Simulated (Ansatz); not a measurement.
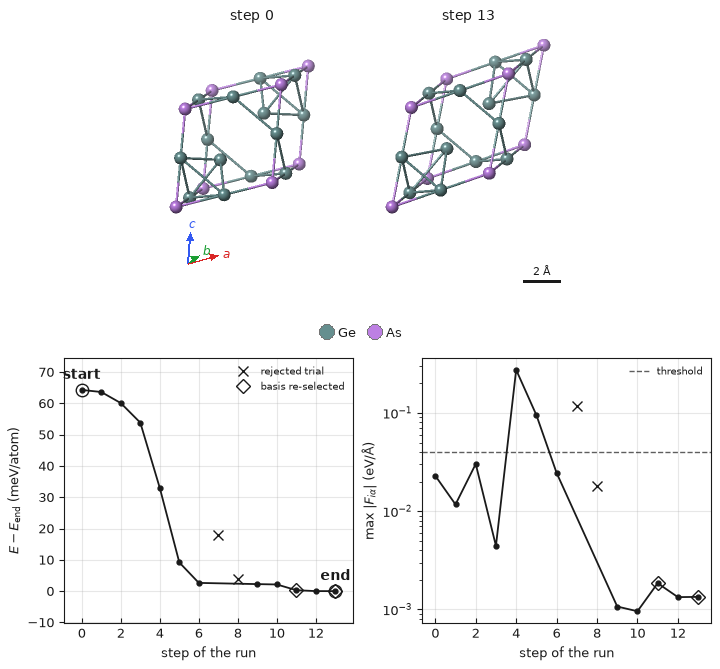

First and last geometry of a relaxation of crystalline Ge₅As (a generated structure, set up in R-3m) (coarse preliminary run), with the history of the run. A ball-and-stick model of the cell of the calculation, seen slightly off an axis.

Method: Ansatz, DFT PBE, scalar-relativistic, plane waves, PAW.

Input
```yaml
crystal:
  lattice:
    - [3.1017345313, 1.7907872666, 4.0087109165]
    - [-3.1017345313, 1.7907872666, 4.0087109165]
    - [0.0, -3.5815745332, 4.0087109165]
  atoms:
    - { symbol: Ge, position: [0.3346123575, 0.3346123575, 0.3346123575] }
    - { symbol: Ge, position: [0.6653876425, 0.6653876425, 0.6653876425] }
    - { symbol: Ge, position: [0.0, 0.0, 0.5] }
    - { symbol: Ge, position: [0.5, 0.0, 0.0] }
    - { symbol: Ge, position: [0.0, 0.5, 0.0] }
    - { symbol: As, position: [0.0, 0.0, 0.0] }
basis:
  ecutwfc: 420
kpoints:
  mp_grid: { grid: [6, 6, 6] }
hamiltonian:
  xc: pbe
scf:
  occupations: { method: gaussian, width: 0.1 }
  lower_state_search: "off"
output:
  forces: true
  stress: true
  eigenvalues: true
relax:
  adjacent_minimum: "off"
  f_tol: 0.04
  max_steps: 70
  cell: { stress_tol: 0.4 }
```

Launched with:
```bash
ansatz run input.yaml --threads 1 --pin off --max-ram 2560MiB --backend cpu --events-out ev --progress --plain --runs-dir out
```

### What do the curves and the structures tell?

It converged. The largest moves relative to the cell, 0.36 Å, are those of Ge1 and Ge2. Ge2 goes along [−1 −1 −1]. As stays in place. The volume changes by −8.2 %, with a = b = c 5.376 → 5.607 Å (+4.3 %), α 70.5° → 59.3°, β 70.5° → 59.3°, γ 70.5° → 59.3°. Some distances before and after: Ge1–Ge3 2.699 → 3.122 Å, Ge3–Ge4 3.102 → 2.773 Å, Ge3–As6 2.688 → 2.803 Å. Among the angles between lasting bonds that change: Ge3–As6–Ge4 109.5° → 120.7°, Ge3–As6–Ge4 70.5° → 59.3°. The space group stays R-3m (No. 166). After 9 accepted moves (13 points after the start) the energy has fallen by 64.3 meV per atom. The largest force component goes from 0.023 to 0.0013 eV/Å. The pressure goes from 0.39 to 0.03 GPa. The line search rejected the trial steps at points 7, 8 of the run. At 2 points the geometry stayed and the basis and grid were re-selected for the new cell (energy shift of 1.8 meV per atom at most each time). The run took 2.8 min on 1 thread of Intel(R) Xeon(R) Platinum 8488C (Sapphire Rapids), with other jobs on the host, peak memory 0.57 GiB.
